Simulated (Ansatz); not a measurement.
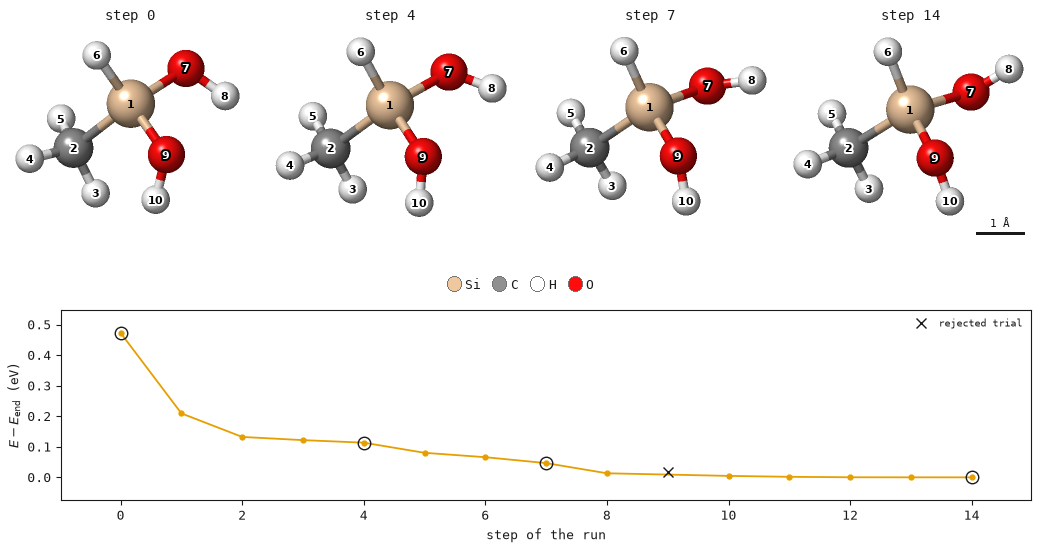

Frames of a relaxation of CH₆O₂Si, marked on the history of the run. The picture is a ball-and-stick view, seen from a free direction.

The run prepares the start of a later molecular dynamics calculation, from a guessed geometry.

Method: Ansatz 0.2.0, RKS r2SCAN-D4/6-31G. Set-up: no spin polarisation; force threshold 0.02 eV/Å; at most 40 steps.

Describe the path.

The atom that moves furthest after the best rigid fit is H8 (0.59 Å). By element the largest moves are H 0.59 Å, O 0.54 Å, Si 0.13 Å, C 0.12 Å. Among the contacts that change: Si1–O7 1.679 → 1.724 Å, Si1–H6 1.460 → 1.499 Å, O7–H8 1.010 → 0.971 Å, C2–H3 1.110 → 1.096 Å. Among the angles between lasting bonds that change: Si1–O7–H8 109.5° → 123.0°, Si1–O9–H10 109.5° → 122.8°, H6–Si1–O9 109.5° → 101.9°. Groups turn about Si1–O7 by about 90°, Si1–O9 by about 45°, Si1–C2 by about 20°. After 13 accepted moves (14 points after the start) the energy has fallen by 0.473 eV. The largest force component goes from 2.3 to 0.0098 eV/Å. The line search rejected the trial step at point 9 of the run. The run took 49 s on 1 thread of Arm Neoverse V2 (shared host), peak memory 0.15 GiB. From step 0 to 4: H10 moves most (0.30 Å), energy −0.359 eV. From step 4 to 7: O7 moves most (0.34 Å), energy −0.067 eV. From step 7 to 14: H8 moves most (0.24 Å), energy −0.047 eV.

```csv
step,"E − E(0), eV","largest force component, eV/Å",note
0,0.0000,2.3384,
1,-0.2635,1.1129,
2,-0.3406,0.2712,
3,-0.3510,0.2235,
4,-0.3593,0.2025,
5,-0.3925,0.3077,
6,-0.4069,0.6884,
7,-0.4262,0.4075,
8,-0.4595,0.1057,
9,-0.4542,0.4345,rejected
10,-0.4681,0.0571,
11,-0.4711,0.1662,
12,-0.4726,0.0189,
13,-0.4728,0.0226,
14,-0.4728,0.0098,
```

Limits of the set-up: the basis has no polarisation functions, which atoms past neon need.
